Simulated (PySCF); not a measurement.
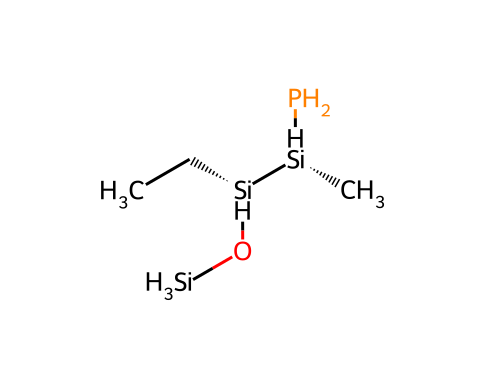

The geometry was computed by an optimisation with GFN2-xTB. No frequency run is at hand to confirm it as a minimum. Level of theory: PBE0/pcSseg-1, gas phase (PySCF 2.14.0).

What does the calculation give?

The species is C3H15OPSi3 (`CC[Si@@H](O[SiH3])[Si@@H](C)P`).
- dipole moment: 1.04 D
- HOMO energy (Kohn–Sham orbital): −7.10 eV
- LUMO energy (Kohn–Sham orbital): −0.58 eV
- HOMO–LUMO gap: 6.52 eV

The geometry is semi-empirical. Around P, Si such bond lengths and angles can be off by a tenth of an ångström or more and by several degrees, and values that hang on the shape move with them.
